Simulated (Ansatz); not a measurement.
# Site preference of a vacancy of P in glassy 61P2O5-28SrO-11Al2O3 (mol %) (97 atoms), part 2 of 3

At which site of glassy 61P2O5-28SrO-11Al2O3 (mol %) (97 atoms) does a vacancy of P cost least, and what about the site decides it?

Ansatz 0.2.0; Kohn-Sham DFT, PBE, PAW (set soft_2), plane waves.

The cell: 22 P, 5 Sr, 4 Al and 66 O. The quench rate of 500 K/ps is orders of magnitude faster than experiment. The network of bonds at the start is that of the classical potential that made the cell. Only the Γ point is sampled, in a cell whose shortest periodic width is 11 Å.

So far. Step 2 (Single point at the start): The r.m.s. force at the start is 1.6 eV/Å. Step 3 (Relaxation): The relaxation converged after 31 steps, 16.6 eV below its start, with a largest force component of 0.046 eV/Å.

## Step 4: Single point at the relaxed geometry

One more single point at the end of the walk gives the fuller output and checks the residual forces.

The input, input.yaml:

```yaml
crystal:
  lattice:
    - [11.09234, 0.0, 0.0]
    - [0.0, 11.09234, 0.0]
    - [0.0, 0.0, 11.09234]
  atoms:
    - { symbol: P, position: [0.4412, 0.5524, 0.58717] }
    - { symbol: P, position: [0.22384, 0.95845, 0.42418] }
    - { symbol: P, position: [0.45871, 0.79955, 0.96942] }
    - { symbol: P, position: [0.09768, 0.64062, 0.71962] }
    - { symbol: P, position: [0.92296, 0.30033, 0.79417] }
    - { symbol: P, position: [0.67078, 0.45546, 0.52167] }
    [... 85 atom lines left out ...]
    - { symbol: O, position: [0.63293, 0.34363, 0.19252] }
    - { symbol: O, position: [0.41741, 0.68779, 0.54879] }
    - { symbol: O, position: [0.37648, 0.24855, 0.94919] }
    - { symbol: O, position: [0.4077, 0.25395, 0.52438] }
    - { symbol: O, position: [0.98467, 0.50671, 0.43763] }
    - { symbol: O, position: [0.3672, 0.89244, 0.92789] }
kpoints:
  mp_grid: { grid: [1, 1, 1] }
hamiltonian:
  xc: pbe
scf:
  occupations: { method: fermi_dirac, width: 0.025 }
output:
  forces: true
  stress: true
  populations: true
  dos:
    method: { smearing: { sigma: 0.15 } }
    de: 0.1
    projected: { site_lists: { Al: [Al], O: [O], P: [P], Sr: [Sr] } }
  eigenvalues: true
  write_density: true
  write_potential: true
  volumetric_format: npy
```

Launch:

```sh
ansatz run input.yaml --threads 4 --pin off --max-ram 8192MiB --backend cpu --events-out ev --progress --plain --runs-dir out
```

Numbers of over 12 decimals in the logs are rounded to 6 here.

Output:

```text
[...]
Crystal: 97 atoms, lattice volume = 1364.802 Å³
Basis set: ecut = 420 eV, 26745 PW (Γ), exchange–correlation on 150×150×150 points (8 copies of the dense FFT grid, shifted against one another)
Bands: 381, of which v1, the nominal top of the filled ones, is band 284 counted from 1 (283 counted from 0)
Symmetry: 1 space group operations
[...]
k-points: 1
[...]
SCF iter   1: F=—  HF=-74004.912606 eV  |F-HF|=—  |Δ(HF+E_count)|=         —  Δρ=2.86e-3  dr2=1.65e-1  ethr=1.77e-3  ⟨swp⟩=8.0  Hψ=2137  notcnv=0  defer=67
[...]
SCF iter   9: F=-74004.901447 eV  HF=-74004.901447 eV  |F-HF|=2.74e-8  |Δ(HF+E_count)|=   8.28e-8  Δρ=2.22e-6  dr2=6.76e-8  ethr=1.76e-11  ⟨swp⟩=25.0  Hψ=4524  notcnv=0
SCF 1 converged in 9 iterations: F = -74004.901447 eV  dr2 = 6.76e-8
[...]
WARN: The input density's exchange-correlation potential varies sharply where the density is thin. Do not read a vacuum level from v_tot or v_xc, or from such a field of the output density. On a cell that repeats whose density bears no net charge and no dipole along the vacuum's axis use v_es (v_loc + v_h of the components); [...]
SCF converged after 9 iterations
Free energy (F): -74004.901447 eV
[...]
Internal energy: -74004.901447 eV  (E = F + TS)
E sigma→0 (E₀):  -74004.901447 eV
Fermi energy:    5.434961 eV
[...]
--- Forces (eV/Å), atoms counted from 1 ---
  atom   1  P      0.00924785    -0.02128997     0.01216128
  atom   2  P     -0.00496456     0.01305512     0.00438432
  atom   3  P     -0.01748367     0.00354319    -0.00154383
  atom   4  P     -0.00559499    -0.01301828    -0.00628566
  atom   5  P      0.00663010     0.00473830     0.00160215
  atom   6  P      0.02245672    -0.03372316     0.00986243
  atom   7  P     -0.01773842     0.00886752     0.00545828
  atom   8  P     -0.00656276    -0.01101957     0.01378958
  atom   9  P     -0.00179593     0.02570327     0.02295685
  atom  10  P      0.02165596     0.00251534    -0.00835499
  atom  11  P     -0.01736548     0.01395046     0.01523959
  atom  12  P      0.00294617     0.01042772     0.01815212
  atom  13  P     -0.00182533     0.00883178     0.01231486
  atom  14  P      0.00701183    -0.01152117    -0.02039392
[...]
atom  96  O      0.01131468    -0.00311607    -0.00945022
  atom  97  O     -0.00230652    -0.01090072    -0.00082342
  max |Σ_I F_I| component: 6.32e-5 eV/Å
--- Stress (GPa, compression-positive) ---
        1.340733       0.487083       1.034758
        0.487081       0.436905      -0.781327
        1.034758      -0.781333       2.160159
  P = ⅓ Tr σ = 1.3126 GPa (13.126 kbar)
--- Band table (eV) ---
[...]
--- Löwdin populations: 97 sites ---
  site symbol       q [e]
     0      P      2.8204
     1      P      2.8424
     2      P      2.7951
[...]
96      O      6.7778
  spilling = 0.016759 (of n_electrons = 568.000000)
```

It took 17 s on 4 threads of Intel Xeon Platinum 8488C (Sapphire Rapids), shared host; peak memory 1.8 GiB; 62 s of CPU time.

The program notes that the exchange-correlation potential is rough where the density is thin.

The run gave:

```
free energy                                      : -74004.9014 eV
free energy per atom                             : -762.9371 eV/atom
SCF cycles                                       : 9
pressure                                         : 1.313 GPa
r.m.s. force component                           : 0.01263 eV/Å
longest force                                    : 0.05789 eV/Å
Fermi energy                                     : 5.435 eV
gap (highest filled to lowest empty level) : 3.499 eV
spilling of the projection                       : 0.01676
```

## Step 5: Vacancy of P, site P2

The site has 4 bonded neighbours (O4) at 1.56 Å on average, by cutoffs that count no bonds between two metal atoms or like ions. The change is made in the relaxed cell and the atoms are relaxed again, with spin allowed.

The input, input.yaml:

```yaml
crystal:
  lattice:
    - [11.09234, 0.0, 0.0]
    - [0.0, 11.09234, 0.0]
    - [0.0, 0.0, 11.09234]
  atoms:
    - { symbol: P, position: [0.4412, 0.5524, 0.58717] }
    - { symbol: P, position: [0.45871, 0.79955, 0.96942] }
    - { symbol: P, position: [0.09768, 0.64062, 0.71962] }
    - { symbol: P, position: [0.92296, 0.30033, 0.79417] }
    - { symbol: P, position: [0.67078, 0.45546, 0.52167] }
    [... atom lines 6 to 96 left out ...]
magnetization:
  spin_polarized: true
kpoints:
  mp_grid: { grid: [1, 1, 1] }
hamiltonian:
  xc: pbe
scf:
  occupations: { method: fermi_dirac, width: 0.025 }
  lower_state_search: "off"
output:
  forces: true
  eigenvalues: true
relax:
  f_tol: 0.05
  max_steps: 90
```

Output:

```text
[...]
Pseudopotentials: kind: paw
Pseudopotential: P, paw, valence charge 5, recommended cutoff 420 eV (normal), P.paw.azcp
Pseudopotential: Sr, paw, valence charge 10, recommended cutoff 420 eV (normal), Sr.paw.azcp
Pseudopotential: Al, paw, valence charge 3, recommended cutoff 420 eV (normal), Al.paw.azcp
Pseudopotential: O, paw, valence charge 6, recommended cutoff 420 eV (normal), O.paw.azcp
[... 5 lines on functional and potentials left out ...]
Crystal: 96 atoms, lattice volume = 1364.802 Å³
Basis set: ecut = 420 eV, 26745 PW (Γ), exchange–correlation on 150×150×150 points (8 copies of the dense FFT grid, shifted against one another)
Bands: 379, of which v1, the nominal top of the filled ones, is band 282 counted from 1 (281 counted from 0)
Symmetry: 1 space group operations
Space group: P1 (ITA 1), of the structure as read, at distance tolerance 1.1e-4 Å
Magnetic group: BNS 1.1 (UNI 1), of the structure as read, at distance tolerance 1.1e-4 Å
k-points: 1
[... 9 lines on functional and potentials left out ...]
Initial density: superposition of atomic densities (chi_scale 0.1, normalization cell, long waves kept (reshape's long-wave potential 0.71 eV rms))
Starting moments: Σ|m| = 2.4 μB on 4 of 96 sites
Initial wavefunctions: pseudopotential atomic-orbital guess
[...]
SCF iter   1: F=—  HF=-73298.434191 eV  |F-HF|=—  |Δ(HF+E_count)|=         —  Δρ=5.90e-2 (↑5.58e-2 ↓5.90e-2)  dr2=2.36e2  dr2_m=1.27e0  M=2.995 μB ∫|m|=3.325 μB  β_m=0.30  ethr=3.10e-3  ⟨swp⟩=9.5  Hψ=4533  notcnv=0  defer=115
preconditioner: auto → Resta (q_TF=auto, 2.354 Å⁻¹)  ε∞=3.2  [insulator: Δε(μ)=0.250 eV  Ē_g=16.039 eV  σ=0.025 eV  W_gap=0.99  n_scr=304 (ndim 8)  ℏωp=23.6 eV  f_vac=0.094  D(μ)=0.63/eV (n_scr^D=0)  ε∞_Penn≈3.2]
spin=Collinear: Resta preconditioning applied to the charge; magnetization (m = ρ↑ − ρ↓) channel mixes plain (no charge-response kernel on spin).
SCF iter   2: F=—  HF=-73257.814150 eV  |F-HF|=—  |Δ(HF+E_count)|=    4.06e1  Δρ=4.79e-2 (↑3.36e-2 ↓4.79e-2)  dr2=1.15e2  dr2_m=2.21e0  M=3.005 μB ∫|m|=3.199 μB  β_m=0.30  ethr=3.10e-3  ⟨swp⟩=3.0  Hψ=1436  notcnv=0  defer=182
SCF iter   3: F=—  HF=-73248.190631 eV  |F-HF|=—  |Δ(HF+E_count)|=    9.62e0  Δρ=3.68e-2 (↑2.51e-2 ↓3.68e-2)  dr2=7.05e1  dr2_m=1.25e0  M=3.406 μB ∫|m|=3.569 μB  β_m=0.30  ethr=3.10e-3  ⟨swp⟩=4.0  Hψ=1956  notcnv=0  defer=182
[...]
SCF iter  15: F=—  HF=-73234.399568 eV  |F-HF|=—  |Δ(HF+E_count)|=   3.13e-1  Δρ=1.69e-2 (↑4.74e-3 ↓1.69e-2)  dr2=8.92e0  dr2_m=6.49e-1  M=4.659 μB ∫|m|=4.826 μB  β_m=0.30  ethr=1.71e-4  ⟨swp⟩=3.5  Hψ=1032  notcnv=0  defer=185
Mixer restart at iter 15: flushing history
[...]
relax step  10: F+E_penalty+E_count = -73240.08426552 eV  Δ(F+E_penalty+E_count) = -2.431e-1 eV  max|allowed force component| = 8.072e-1 eV/Å  Δτ_max = 0.1945 Å  (37 SCF iters, dr2 threshold 1.00e-4 eV, accepted)
relax step  15: F+E_penalty+E_count = -73240.89152771 eV  Δ(F+E_penalty+E_count) = -6.577e-2 eV  max|allowed force component| = 5.537e-1 eV/Å  Δτ_max = 0.1385 Å  (9 SCF iters, dr2 threshold 7.85e-5 eV, accepted)
relax step  20: F+E_penalty+E_count = -73241.16335255 eV  Δ(F+E_penalty+E_count) = -5.227e-2 eV  max|allowed force component| = 1.504e0 eV/Å  Δτ_max = 0.1531 Å  (9 SCF iters, dr2 threshold 1.00e-4 eV, accepted)
relax step  25: F+E_penalty+E_count = -73241.38525228 eV  Δ(F+E_penalty+E_count) = -6.909e-2 eV  max|allowed force component| = 1.117e0 eV/Å  Δτ_max = 0.1154 Å  (11 SCF iters, dr2 threshold 1.00e-4 eV, accepted)
relax step  30: F+E_penalty+E_count = -73241.77325674 eV  Δ(F+E_penalty+E_count) = -8.441e-2 eV  max|allowed force component| = 1.164e0 eV/Å  Δτ_max = 0.1954 Å  (10 SCF iters, dr2 threshold 7.33e-5 eV, accepted)
relax step  31: F+E_penalty+E_count = -73241.80000672 eV  Δ(F+E_penalty+E_count) = -2.675e-2 eV  max|allowed force component| = 1.492e0 eV/Å  Δτ_max = 0.1726 Å  (27 SCF iters, dr2 threshold 1.00e-4 eV, accepted)
[...]
spin=Collinear: Resta preconditioning applied to the charge; magnetization (m = ρ↑ − ρ↓) channel mixes plain (no charge-response kernel on spin).
[...]
Step cancelled. What follows is not a result of the run: it is the report of the last solve that finished, which converged after 27 SCF iterations.
Magnetization: 3.0000 μB (283.0000 up, 280.0000 down)
Absolute magnetization: 3.1488 μB (∫|ρ↑−ρ↓|, with the PAW one-centre terms)
Spin contamination: 0.0063 ħ² per cell (⟨S²⟩ above its minimum at these occupations)
Per-site moments (μB) at R_I (Å): [(-4.290226742725524e-5, 0.603798), (-6.771341699992115e-7, 0.613006), (-0.00202568, 0.616224), (-0.00087447, 0.621911), (3.3237122206117254e-6, 0.604503), [...]
Free energy (F): -73241.800007 eV
Harris-Foulkes:  -73241.800012 eV  (|F-HF|=5.33e-6)
Internal energy: -73241.766095 eV  (E = F + TS)
E sigma→0 (E₀):  -73241.783051 eV
Entropy (-TS):   -0.033911 eV (-0.353 meV/atom)
Fermi energy:    3.506052 eV
--- Per-component energies (eV) ---
[...]
Σ components = -73241.800007   (vs F -73241.800007, Δ=0.00e0)
--- Forces (eV/Å), atoms counted from 1 ---
  atom   1  P     -0.05132158    -0.01723546    -0.04278657
  atom   2  P     -0.03913735    -0.03966059    -0.22002102
  atom   3  P     -0.18297178     0.01130804     0.02009201
  atom   4  P     -0.03385946     0.11376223     0.02499921
[...]
atom  96  O      0.01768182     0.03075463     0.02309476
  max |Σ_I F_I| component: 1.02e-3 eV/Å
--- Band table (eV) ---
  k-point 0 ↑: bands = ["-29.8825", "-29.6852", "-29.4559", "-28.8703", [... 363 levels ...], "12.5788", "12.5945", "12.6647", "12.7010", "12.7148", "12.7706", "12.8019", "12.8821", "12.9295", "12.9602", "12.9739", "13.0170"]
  k-point 0 ↓: bands = ["-29.8826", "-29.6849", "-29.4558", "-28.8679", [... 363 levels ...], "12.5906", "12.6049", "12.6757", "12.7093", "12.7308", "12.8054", "12.8325", "12.8898", "12.9448", "12.9747", "13.0022", "13.0358"]
End of that report.
Error: SIGTERM received: cancelled by the caller after 7 completed SCF iterations
```

Elapsed: 16 min, on 4 threads; peak memory 3.5 GiB.

The relaxation was stopped at its limit after 31 steps, 7.54 eV below its start, with a largest force component of 1.5 eV/Å.

The surroundings of the place of the removed atom, after relaxation: 10 atoms, nearest first, with positions taken from that point. Atoms keep their numbers of the cell before the removal, where the removed atom was number 2.

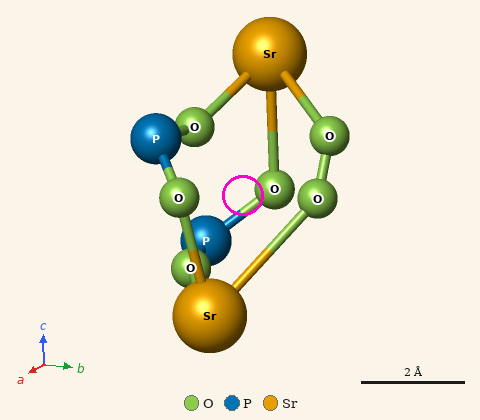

The atoms of the table, within 3.2 Å (arrows a, b, c point along x, y, z); some may hide others. A ring marks the centre wherever it is empty.

```csv
atom,x,y,z,distance (Å),bonds
O90,-0.09,1.57,0.09,1.58,1
O44,-0.15,-1.09,1.23,1.65,2
O88,-0.08,-1.22,-1.64,2.04,2
O57,-0.59,1.62,1.22,2.11,2
P17,1.33,-1.20,1.41,2.28,4
O45,2.21,-0.29,0.57,2.30,2
O63,-2.28,-0.45,-0.58,2.40,3
Sr26,1.87,0.13,-1.89,2.67,5
P12,-1.52,-1.60,-1.54,2.69,4
Sr24,-2.26,-0.46,2.18,3.17,7
```

The column of bonds counts only the pairs O-O within 1.49 Å, O-P within 2.11 Å, O-Sr within 3.05 Å, O-Al within 2.19 Å; other neighbours, such as metal atoms beside each other in a compound, aren't counted, and periodic images can show an atom twice.

The largest move is 2.24 Å, by Sr26.

## Step 6: Vacancy of P, site P4

The site has 4 bonded neighbours (O4) at 1.58 Å on average. 

input.yaml, the sections that differ from step 5:

```yaml
crystal:
  lattice:
    - [11.09234, 0.0, 0.0]
    - [0.0, 11.09234, 0.0]
    - [0.0, 0.0, 11.09234]
  atoms:
    - { symbol: P, position: [0.4412, 0.5524, 0.58717] }
    - { symbol: P, position: [0.22384, 0.95845, 0.42418] }
    - { symbol: P, position: [0.45871, 0.79955, 0.96942] }
    - { symbol: P, position: [0.92296, 0.30033, 0.79417] }
    - { symbol: P, position: [0.67078, 0.45546, 0.52167] }
    - { symbol: P, position: [0.33102, 0.36111, 0.01525] }
    - { symbol: P, position: [0.15258, 0.20484, 0.12648] }
    [... atom lines 8 to 96 left out ...]
# magnetization, kpoints, hamiltonian, scf, output, relax: as in step 5
```

Output:

```text
[...]
Pseudopotentials: kind: paw
Pseudopotential: P, paw, valence charge 5, recommended cutoff 420 eV (normal), P.paw.azcp
Pseudopotential: Sr, paw, valence charge 10, recommended cutoff 420 eV (normal), Sr.paw.azcp
Pseudopotential: Al, paw, valence charge 3, recommended cutoff 420 eV (normal), Al.paw.azcp
Pseudopotential: O, paw, valence charge 6, recommended cutoff 420 eV (normal), O.paw.azcp
[...]
Crystal: 96 atoms, lattice volume = 1364.802 Å³
Basis set: ecut = 420 eV, 26745 PW (Γ), exchange–correlation on 150×150×150 points (8 copies of the dense FFT grid, shifted against one another)
Bands: 379, of which v1, the nominal top of the filled ones, is band 282 counted from 1 (281 counted from 0)
Symmetry: 1 space group operations
Space group: P1 (ITA 1), of the structure as read, at distance tolerance 1.1e-4 Å
Magnetic group: BNS 1.1 (UNI 1), of the structure as read, at distance tolerance 1.1e-4 Å
k-points: 1
[...]
Initial density: superposition of atomic densities (chi_scale 0.1, normalization cell, long waves kept (reshape's long-wave potential 0.82 eV rms))
Starting moments: Σ|m| = 2.4 μB on 4 of 96 sites
Initial wavefunctions: pseudopotential atomic-orbital guess
[...]
SCF iter   1: F=—  HF=-73298.497004 eV  |F-HF|=—  |Δ(HF+E_count)|=         —  Δρ=6.08e-2 (↑6.04e-2 ↓6.08e-2)  dr2=2.89e2  dr2_m=4.94e-1  M=1.303 μB ∫|m|=1.807 μB  β_m=0.30  ethr=3.10e-3  ⟨swp⟩=10.5  Hψ=4546  notcnv=0  defer=122
preconditioner: auto → Kerker (q_TF=auto, 2.354 Å⁻¹)  [metal: Δε(μ)=0.048 eV  Ē_g=16.027 eV  σ=0.025 eV  W_gap=0.44  n_scr=304 (ndim 8)  ℏωp=23.6 eV  f_vac=0.094  D(μ)=22.12/eV (n_scr^D=122)]
spin=Collinear: Kerker preconditioning applied to the charge; magnetization (m = ρ↑ − ρ↓) channel mixes plain (no charge-response kernel on spin).
SCF iter   2: F=—  HF=-73270.380002 eV  |F-HF|=—  |Δ(HF+E_count)|=    2.81e1  Δρ=4.82e-2 (↑3.84e-2 ↓4.82e-2)  dr2=1.40e2  dr2_m=1.39e0  M=2.953 μB ∫|m|=3.070 μB  β_m=0.30  ethr=3.10e-3  ⟨swp⟩=3.0  Hψ=1460  notcnv=0  defer=182
preconditioner: auto → Resta (q_TF=auto, 2.354 Å⁻¹)  ε∞=3.3  [insulator: Δε(μ)=0.178 eV  Ē_g=15.736 eV  σ=0.025 eV  W_gap=0.94  n_scr=304 (ndim 8)  ℏωp=23.6 eV  f_vac=0.097  D(μ)=2.54/eV (n_scr^D=6)  ε∞_Penn≈3.3]
spin=Collinear: Resta preconditioning applied to the charge; magnetization (m = ρ↑ − ρ↓) channel mixes plain (no charge-response kernel on spin).
SCF iter   3: F=—  HF=-73252.086418 eV  |F-HF|=—  |Δ(HF+E_count)|=    1.83e1  Δρ=4.47e-2 (↑3.55e-2 ↓4.47e-2)  dr2=1.58e2  dr2_m=1.01e0  M=1.000 μB ∫|m|=1.352 μB  β_m=0.30  ethr=3.10e-3  ⟨swp⟩=4.0  Hψ=1629  notcnv=0  defer=180
[...]
relax step  10: F+E_penalty+E_count = -73235.52528761 eV  Δ(F+E_penalty+E_count) = -2.686e-2 eV  max|allowed force component| = 2.050e-1 eV/Å  Δτ_max = 0.1466 Å  (8 SCF iters, dr2 threshold 2.49e-5 eV, accepted)
relax step  15: F+E_penalty+E_count = -73235.57103471 eV  Δ(F+E_penalty+E_count) = -4.483e-3 eV  max|allowed force component| = 5.350e-2 eV/Å  Δτ_max = 0.0285 Å  (8 SCF iters, dr2 threshold 1.33e-5 eV, accepted)
relax step  20: F+E_penalty+E_count = -73235.58618069 eV  Δ(F+E_penalty+E_count) = -3.049e-3 eV  max|allowed force component| = 7.788e-2 eV/Å  Δτ_max = 0.0516 Å  (9 SCF iters, dr2 threshold 4.03e-6 eV, accepted)
relax step  25: F+E_penalty+E_count = -73235.60385785 eV  Δ(F+E_penalty+E_count) = -4.325e-3 eV  max|allowed force component| = 6.926e-2 eV/Å  Δτ_max = 0.0379 Å  (8 SCF iters, dr2 threshold 8.26e-6 eV, accepted)
relax step  30: F+E_penalty+E_count = -73235.70178622 eV  Δ(F+E_penalty+E_count) = -1.111e-2 eV  max|allowed force component| = 2.575e-1 eV/Å  Δτ_max = 0.0816 Å  (8 SCF iters, dr2 threshold 1.19e-5 eV, accepted)
relax step  31: F+E_penalty+E_count = -73235.71468234 eV  Δ(F+E_penalty+E_count) = -1.290e-2 eV  max|allowed force component| = 2.012e-1 eV/Å  Δτ_max = 0.0294 Å  (7 SCF iters, dr2 threshold 2.50e-5 eV, accepted)
[...]
spin=Collinear: Resta preconditioning applied to the charge; magnetization (m = ρ↑ − ρ↓) channel mixes plain (no charge-response kernel on spin).
[...]
Step cancelled. What follows is not a result of the run: it is the report of the last solve that finished, which converged after 7 SCF iterations.
Magnetization: 5.0000 μB (284.0000 up, 279.0000 down)
Absolute magnetization: 5.0740 μB (∫|ρ↑−ρ↓|, with the PAW one-centre terms)
Spin contamination: 0.0186 ħ² per cell (⟨S²⟩ above its minimum at these occupations)
Per-site moments (μB) at R_I (Å): [(3.772885306439029e-6, 0.603867), (3.4022401461810503e-6, 0.615934), (-1.0702207242002337e-6, 0.611982), (8.800612276047119e-5, 0.624621), (-1.047303000060776e-6, 0.604626), [...]
Free energy (F): -73235.714682 eV
Harris-Foulkes:  -73235.714687 eV  (|F-HF|=4.72e-6)
Internal energy: -73235.714682 eV  (E = F + TS)
E sigma→0 (E₀):  -73235.714682 eV
Entropy (-TS):   -0.000000 eV (-0.000 meV/atom)
Fermi energy:    3.891196 eV
--- Per-component energies (eV) ---
[...]
Σ components = -73235.714682   (vs F -73235.714682, Δ=0.00e0)
--- Forces (eV/Å), atoms counted from 1 ---
  atom   1  P     -0.00267775     0.01273970    -0.02351224
  atom   2  P     -0.02919979     0.00158927     0.00553874
  atom   3  P      0.02868659    -0.03819460    -0.01787507
  atom   4  P      0.00663137     0.04478751     0.03139433
[...]
atom  96  O      0.00894264     0.00795055     0.04339130
  max |Σ_I F_I| component: 2.64e-3 eV/Å
--- Band table (eV) ---
  k-point 0 ↑: bands = ["-29.9686", "-29.9337", "-29.5133", "-29.2192", [... 363 levels ...], "12.4385", "12.5010", "12.5442", "12.5802", "12.6013", "12.6075", "12.7070", "12.7412", "12.7936", "12.8771", "12.9310", "12.9437"]
  k-point 0 ↓: bands = ["-29.9686", "-29.9337", "-29.5089", "-29.2192", [... 363 levels ...], "12.4628", "12.5061", "12.5491", "12.5929", "12.6167", "12.6222", "12.7356", "12.7616", "12.8056", "12.8830", "12.9428", "12.9564"]
End of that report.
Error: SIGTERM received: cancelled by the caller after 7 completed SCF iterations
```

The job ended after 11 min (4 threads; peak memory 3 GiB).

The relaxation was stopped at its limit after 31 steps, 1.66 eV below its start, with a largest force component of 0.20 eV/Å.

The surroundings of the place of the removed atom, after relaxation: 10 atoms, nearest first, with positions taken from that point. Atoms keep their numbers of the cell before the removal, where the removed atom was number 4.

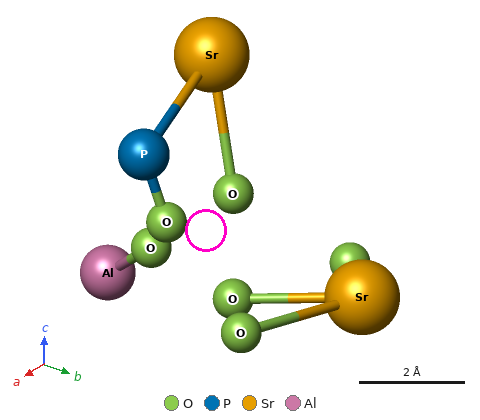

The atoms of the table, within 3.5 Å (arrows a, b, c point along x, y, z); some may hide others. A ring marks the centre wherever it is empty.

```csv
atom,x,y,z,distance (Å),bonds
O87,-0.85,0.03,0.45,0.97,1
O74,-0.10,0.61,-1.34,1.47,1
O86,-0.01,-1.28,-0.80,1.51,1
O52,1.79,0.34,1.06,2.11,1
P21,1.93,-0.13,2.44,3.11,4
Sr24,-0.95,3.04,-0.86,3.30,6
Sr25,-1.37,-0.92,2.95,3.38,5
Al29,-0.55,-2.67,-2.04,3.41,5
O47,2.32,2.52,-0.41,3.45,2
O84,-2.81,1.42,-1.43,3.46,2
```

The column of bonds counts only the pairs O-P within 2.11 Å, O-Sr within 3.05 Å, O-Al within 2.38 Å; other neighbours, such as metal atoms beside each other in a compound, aren't counted, and periodic images can show an atom twice.

The largest move is 1.02 Å, by O37.

(Part 2 of 3 ends here.)

[Logs are printed without paths, hosts, clocks, repeated set-up lines and the standing remarks that a program may print on its own settings, such as how far it seeks lower states.]

[Hosts, paths, dates, database ids (printed as entryN), source tags and the programs' standing remarks are cut or masked in the printed files.]
